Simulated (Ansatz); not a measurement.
Molecular dynamics of SiNH4F (part 4 of 4)

Continued. System: SiNH4F. Method: RKS PBE/def2-SVP (Ansatz 0.2.0). It belongs to a series of runs on one base structure; here: dynamics from the highest image of the converged band.

Geometry of the input (Å):
```
Si 0.2587  -0.0644  -0.4145
F  0.7964  0.0636  1.5794
H  1.5239  -0.0851  0.6400
H  -0.7118  1.0975  -0.4685
N  -0.7786  -1.4070  -0.6948
H  -1.8006  -1.3696  -0.6834
H  -0.4287  -2.3645  -0.7637
```

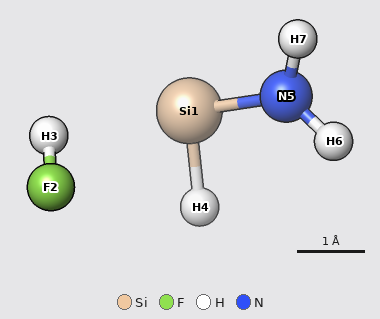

Figure 1. The geometry at step 162 of the log (ball-and-stick view, seen at a tilt; atoms are numbered from 1 in the order of the input).

Trajectory as extended XYZ, continued
```
7
Properties=species:S:1:pos:R:3:forces:R:3 step=124 time_fs=62.0 energy=-12134.39185 temperature=405.1
Si    0.2016   -0.0944   -0.7476    0.1363  -0.8315   0.1283
F     0.9766    0.1674    2.1091    1.4244  -0.2922  -2.2362
H     1.5507    0.0718    1.2865   -1.3748   0.2358   1.9771
H    -0.8949    0.7575   -0.2192   -0.4967   0.7391   0.2547
N    -0.8753   -1.4655   -0.7958    0.2544  -0.5096  -0.3812
H    -1.8367   -1.4501   -0.4583   -0.2743   0.2278   0.0529
H    -0.6971   -2.4085   -1.1841    0.3308   0.4306   0.2044
7
Properties=species:S:1:pos:R:3:forces:R:3 step=128 time_fs=64.0 energy=-12134.45557 temperature=500.9
Si    0.2011   -0.0918   -0.7600   -0.1061  -0.9980   0.1043
F     0.9858    0.1699    2.1277    0.2932  -0.1090  -0.6635
H     1.5135    0.0760    1.3379   -0.2139   0.0609   0.4646
H    -0.9020    0.7506   -0.2154   -0.4500   0.7044   0.2024
N    -0.8828   -1.4715   -0.8016   -0.2114  -0.7655  -0.2127
H    -1.8663   -1.4534   -0.4627    0.5733   0.1427  -0.2379
H    -0.6792   -2.4385   -1.1572    0.1149   0.9645   0.3428
7
Properties=species:S:1:pos:R:3:forces:R:3 step=131 time_fs=65.5 energy=-12134.41917 temperature=446.2
Si    0.2006   -0.0907   -0.7693   -0.5154  -0.9200   0.2024
F     0.9933    0.1717    2.1406   -1.4414   0.2083   1.9764
H     1.4785    0.0809    1.3900    1.5397  -0.2494  -2.1253
H    -0.9186    0.7630   -0.2075   -0.1735   0.4720   0.0373
N    -0.8887   -1.4774   -0.8064   -0.2119  -0.1643   0.0269
H    -1.8765   -1.4522   -0.4711    0.7067   0.0732  -0.2766
H    -0.6622   -2.4385   -1.1290    0.0960   0.5802   0.1588
7
Properties=species:S:1:pos:R:3:forces:R:3 step=134 time_fs=67.0 energy=-12134.42248 temperature=451.3
Si    0.1998   -0.0903   -0.7783   -0.9650  -0.7697   0.4053
F     0.9992    0.1736    2.1556   -1.4802   0.2242   2.0879
H     1.4737    0.0810    1.4007    1.5765  -0.2646  -2.2376
H    -0.9388    0.7855   -0.1988    0.1646   0.1845  -0.1740
N    -0.8948   -1.4834   -0.8111    0.2280   0.8407   0.1711
H    -1.8725   -1.4493   -0.4852    0.2751   0.0248  -0.1258
H    -0.6430   -2.4268   -1.0975    0.2010  -0.2399  -0.1268
7
Properties=species:S:1:pos:R:3:forces:R:3 step=138 time_fs=69.0 energy=-12134.42870 temperature=460.1
Si    0.1974   -0.0908   -0.7899   -1.3848  -0.5749   0.7084
F     1.0050    0.1765    2.1783    0.6505  -0.1975  -1.3220
H     1.5097    0.0742    1.3561   -0.5829   0.1493   1.1046
H    -0.9593    0.8209   -0.1937    0.5022  -0.1303  -0.4131
N    -0.9023   -1.4893   -0.8171    1.2232   1.5302   0.0153
H    -1.8612   -1.4447   -0.5071   -0.6266  -0.0258   0.1667
H    -0.6105   -2.4208   -1.0601    0.2184  -0.7510  -0.2597
7
Properties=species:S:1:pos:R:3:forces:R:3 step=141 time_fs=70.5 energy=-12134.35306 temperature=345.3
Si    0.1944   -0.0916   -0.7980   -1.4712  -0.4717   0.8272
F     1.0100    0.1785    2.1942    1.2744  -0.3278  -2.3606
H     1.5282    0.0717    1.3409   -1.2273   0.2754   2.1056
H    -0.9630    0.8449   -0.1997    0.5965  -0.2637  -0.5035
N    -0.9058   -1.4912   -0.8215    1.5938   1.0721  -0.1447
H    -1.8656   -1.4419   -0.5202   -0.6916  -0.1047   0.1814
H    -0.5810   -2.4332   -1.0381   -0.0747  -0.1796  -0.1054
7
Properties=species:S:1:pos:R:3:forces:R:3 step=145 time_fs=72.5 energy=-12134.41933 temperature=445.3
Si    0.1887   -0.0933   -0.8077   -1.2777  -0.4232   0.7517
F     1.0186    0.1806    2.2113    0.6062  -0.1920  -1.2891
H     1.5147    0.0770    1.3866   -0.5559   0.1441   1.0611
H    -0.9483    0.8681   -0.2244    0.4925  -0.2852  -0.4840
N    -0.9069   -1.4912   -0.8277    1.0325   0.3092  -0.0123
H    -1.8908   -1.4421   -0.5329    0.2062  -0.2401  -0.0855
H    -0.5457   -2.4527   -1.0118   -0.5038   0.6871   0.0580
7
Properties=species:S:1:pos:R:3:forces:R:3 step=148 time_fs=74.0 energy=-12134.41493 temperature=438.4
Si    0.1832   -0.0950   -0.8144   -0.9339  -0.4681   0.5869
F     1.0260    0.1819    2.2225   -1.0027   0.1443   1.3674
H     1.4903    0.0846    1.4479    1.0600  -0.1861  -1.5577
H    -0.9248    0.8785   -0.2551    0.2626  -0.1812  -0.3833
N    -0.9058   -1.4905   -0.8324    0.4062   0.2425   0.1901
H    -1.9069   -1.4480   -0.5437    0.7560  -0.2735  -0.2289
H    -0.5306   -2.4526   -0.9911   -0.5483   0.7221   0.0256
7
Properties=species:S:1:pos:R:3:forces:R:3 step=152 time_fs=76.0 energy=-12134.42263 temperature=451.1
Si    0.1749   -0.0978   -0.8226   -0.3082  -0.6201   0.3856
F     1.0339    0.1839    2.2399   -1.3603   0.2197   1.9383
H     1.4948    0.0882    1.4749    1.4052  -0.2616  -2.1378
H    -0.8861    0.8872   -0.3082   -0.1734   0.0917  -0.1968
N    -0.9034   -1.4888   -0.8382    0.0464   0.8365   0.3106
H    -1.9044   -1.4645   -0.5655    0.5604  -0.1764  -0.1544
H    -0.5273   -2.4315   -0.9632   -0.1701  -0.0898  -0.1455
7
Properties=species:S:1:pos:R:3:forces:R:3 step=155 time_fs=77.5 energy=-12134.46481 temperature=514.8
Si    0.1683   -0.1005   -0.8283    0.1859  -0.7247   0.3063
F     1.0381    0.1857    2.2554    0.3177  -0.1227  -0.8340
H     1.5318    0.0847    1.4441   -0.3005   0.0743   0.5823
H    -0.8605    0.8954   -0.3534   -0.4972   0.3220  -0.0724
N    -0.9014   -1.4862   -0.8420    0.2839   1.2395   0.2212
H    -1.8885   -1.4815   -0.5857   -0.1850  -0.0459   0.0436
H    -0.5300   -2.4159   -0.9456    0.1952  -0.7425  -0.2471
7
Properties=species:S:1:pos:R:3:forces:R:3 step=159 time_fs=79.5 energy=-12134.37149 temperature=374.1
Si    0.1599   -0.1048   -0.8357    0.6861  -0.6221   0.2776
F     1.0443    0.1879    2.2745    1.3036  -0.3127  -2.4103
H     1.5692    0.0828    1.4248   -1.3216   0.2590   2.1086
H    -0.8434    0.9175   -0.4160   -0.7145   0.4523  -0.0016
N    -0.8979   -1.4799   -0.8466    0.6641   0.5943   0.0620
H    -1.8756   -1.5053   -0.6108   -0.8525   0.0890   0.1890
H    -0.5272   -2.4183   -0.9301    0.2348  -0.4598  -0.2253
7
Properties=species:S:1:pos:R:3:forces:R:3 step=162 time_fs=81.0 energy=-12134.43333 temperature=467.5
Si    0.1541   -0.1087   -0.8409    0.8464  -0.2568   0.2780
F     1.0506    0.1891    2.2858    0.8866  -0.2241  -1.7181
H     1.5671    0.0873    1.4590   -0.9060   0.1747   1.4351
H    -0.8479    0.9449   -0.4631   -0.6332   0.3114  -0.0306
N    -0.8942   -1.4739   -0.8499    0.2018  -0.4825   0.1241
H    -1.8849   -1.5212   -0.6254   -0.4039   0.1632   0.0643
H    -0.5194   -2.4321   -0.9242    0.0081   0.3140  -0.1528
7
Properties=species:S:1:pos:R:3:forces:R:3 step=166 time_fs=83.0 energy=-12134.42031 temperature=447.1
Si    0.1474   -0.1140   -0.8476    0.8124   0.4792   0.2948
F     1.0601    0.1904    2.2985   -1.2241   0.1871   1.6251
H     1.5417    0.0977    1.5405    1.2159  -0.2262  -1.8549
H    -0.8739    0.9904   -0.5274   -0.2923  -0.1031  -0.1105
N    -0.8891   -1.4674   -0.8539   -0.9395  -1.4017   0.2970
H    -1.9073   -1.5367   -0.6436    0.5671   0.2600  -0.1601
H    -0.5092   -2.4388   -0.9213   -0.1395   0.8046  -0.0914
7
Properties=species:S:1:pos:R:3:forces:R:3 step=169 time_fs=84.5 energy=-12134.37748 temperature=383.1
Si    0.1431   -0.1177   -0.8523    0.6885   1.0100   0.3308
F     1.0660    0.1916    2.3096   -1.7258   0.2778   2.3789
H     1.5463    0.1011    1.5658    1.7120  -0.3134  -2.6012
H    -0.9015    1.0229   -0.5781    0.0015  -0.4256  -0.1506
N    -0.8868   -1.4649   -0.8564   -1.4208  -1.2949   0.3260
H    -1.9126   -1.5421   -0.6606    0.7510   0.2913  -0.2006
H    -0.5044   -2.4253   -0.9216   -0.0063   0.4547  -0.0833
7
Properties=species:S:1:pos:R:3:forces:R:3 step=172 time_fs=86.0 energy=-12134.44250 temperature=479.6
Si    0.1393   -0.1206   -0.8568    0.5513   1.3934   0.3733
F     1.0702    0.1930    2.3231   -0.0199  -0.0406  -0.2464
H     1.5836    0.0986    1.5413   -0.0153   0.0037  -0.0030
H    -0.9292    1.0464   -0.6320    0.2382  -0.6586  -0.1540
N    -0.8866   -1.4642   -0.8584   -1.2982  -0.6641   0.2431
H    -1.9028   -1.5412   -0.6817    0.2842   0.2552  -0.1215
H    -0.4996   -2.4027   -0.9237    0.2599  -0.2891  -0.0914
7
Properties=species:S:1:pos:R:3:forces:R:3 step=176 time_fs=88.0 energy=-12134.33919 temperature=324.1
Si    0.1349   -0.1227   -0.8623    0.4404   1.6157   0.3722
F     1.0758    0.1948    2.3404    1.3677  -0.2845  -2.2999
H     1.6294    0.0958    1.5132   -1.4335   0.2462   2.0155
H    -0.9577    1.0555   -0.7089    0.3943  -0.7683  -0.1006
N    -0.8891   -1.4649   -0.8606   -0.3300  -0.1436   0.0398
H    -1.8842   -1.5321   -0.7134   -0.7965   0.1115   0.0297
H    -0.4842   -2.3837   -0.9294    0.3576  -0.7770  -0.0566
7
Properties=species:S:1:pos:R:3:forces:R:3 step=179 time_fs=89.5 energy=-12134.38039 temperature=386.5
Si    0.1320   -0.1229   -0.8661    0.4484   1.5732   0.3011
F     1.0817    0.1958    2.3506    1.1234  -0.2343  -1.9104
H     1.6316    0.0993    1.5373   -1.1910   0.1999   1.6376
H    -0.9697    1.0434   -0.7691    0.3701  -0.6892  -0.0321
N    -0.8919   -1.4658   -0.8621    0.1753  -0.5342  -0.0532
H    -1.8869   -1.5221   -0.7369   -0.9350  -0.0043   0.0218
H    -0.4642   -2.3871   -0.9352    0.0089  -0.3110   0.0351
7
Properties=species:S:1:pos:R:3:forces:R:3 step=183 time_fs=91.5 energy=-12134.42918 temperature=459.6
Si    0.1288   -0.1213   -0.8708    0.5687   1.2549   0.1755
F     1.0911    0.1968    2.3614   -0.9670   0.1324   1.1708
H     1.6023    0.1093    1.6133    0.9139  -0.1585  -1.3994
H    -0.9740    1.0051   -0.8503    0.1591  -0.3850   0.0585
N    -0.8953   -1.4684   -0.8642   -0.2531  -1.1502  -0.0510
H    -1.9172   -1.5092   -0.7681    0.1218  -0.1151  -0.1156
H    -0.4392   -2.3995   -0.9413   -0.5434   0.4214   0.1612
7
Properties=species:S:1:pos:R:3:forces:R:3 step=186 time_fs=93.0 energy=-12134.36319 temperature=361.8
Si    0.1268   -0.1189   -0.8741    0.6889   0.8485   0.1309
F     1.0972    0.1977    2.3705   -1.9432   0.2965   2.5889
H     1.5971    0.1139    1.6441    1.8899  -0.3193  -2.8048
H    -0.9728    0.9662   -0.9099   -0.0914  -0.0515   0.0982
N    -0.8982   -1.4723   -0.8659   -0.7062  -1.0331  -0.0473
H    -1.9397   -1.5022   -0.7940    0.8217  -0.1731  -0.1678
H    -0.4326   -2.4004   -0.9421   -0.6598   0.4320   0.2021
7
Properties=species:S:1:pos:R:3:forces:R:3 step=190 time_fs=95.0 energy=-12134.44355 temperature=481.7
Si    0.1250   -0.1148   -0.8785    0.7676   0.2357   0.1663
F     1.1025    0.1993    2.3865    0.3044  -0.0733  -0.6526
H     1.6411    0.1114    1.6087   -0.3815   0.0503   0.4110
H    -0.9753    0.9139   -0.9862   -0.4108   0.3783   0.0982
N    -0.9037   -1.4798   -0.8683   -0.6332  -0.1091  -0.0697
H    -1.9433   -1.4986   -0.8339    0.6970  -0.1953  -0.1410
H    -0.4445   -2.3899   -0.9366   -0.3435  -0.2866   0.1878
7
Properties=species:S:1:pos:R:3:forces:R:3 step=193 time_fs=96.5 energy=-12134.36681 temperature=366.3
Si    0.1244   -0.1114   -0.8816    0.6637  -0.1070   0.2055
F     1.1065    0.2005    2.3980    1.3699  -0.2414  -2.1750
H     1.6716    0.1096    1.5826   -1.4654   0.2183   1.9147
H    -0.9866    0.8830   -1.0409   -0.5020   0.5409   0.0806
N    -0.9090   -1.4857   -0.8702    0.0877   0.5802  -0.0854
H    -1.9288   -1.5008   -0.8676   -0.1311  -0.1608  -0.1173
H    -0.4628   -2.3875   -0.9277   -0.0229  -0.8303   0.1769
7
Properties=species:S:1:pos:R:3:forces:R:3 step=197 time_fs=98.5 energy=-12134.41075 temperature=432.9
Si    0.1243   -0.1071   -0.8855    0.2395  -0.2597   0.1737
F     1.1142    0.2016    2.4098    0.9777  -0.1758  -1.6088
H     1.6657    0.1142    1.6083   -1.0669   0.1563   1.3679
H    -1.0177    0.8595   -1.1112   -0.3124   0.4451   0.0907
N    -0.9156   -1.4924   -0.8730    1.1441   0.4546  -0.0904
H    -1.9168   -1.5088   -0.9165   -0.9619  -0.0753  -0.1478
H    -0.4882   -2.4105   -0.9097   -0.0202  -0.5453   0.2148
7
Properties=species:S:1:pos:R:3:forces:R:3 step=200 time_fs=100.0 energy=-12134.45126 temperature=493.0
Si    0.1244   -0.1041   -0.8882   -0.2022  -0.2102   0.0906
F     1.1212    0.2022    2.4166   -0.6850   0.0860   0.8221
H     1.6350    0.1214    1.6612    0.6143  -0.1018  -1.0295
H    -1.0492    0.8531   -1.1616   -0.0094   0.2256   0.1368
N    -0.9186   -1.4965   -0.8752    0.9423  -0.1837  -0.1275
H    -1.9288   -1.5168   -0.9567   -0.4427   0.0011  -0.1260
H    -0.5079   -2.4418   -0.8909   -0.2172   0.1830   0.2335
```

Results in brief

| quantity | value |
| --- | --- |
| outcome | finished |
| mean temperature over the second half | 450 K |
| trajectory | 200 steps, 100 fs |
| ensemble | nve |
| temperature in the input | 300.0 K |
| time step | 0.5 fs |
| potential energy (last step) | −12134.4513 eV |
| mean-field energy (last step) | −12134.4513 eV |
| largest force (length of the vector) (last step) | 1.203 eV/Å |
| wall time | 1.9 min |
| peak memory | 0.13 GiB |

Remarks

So short a trajectory is not equilibrated.
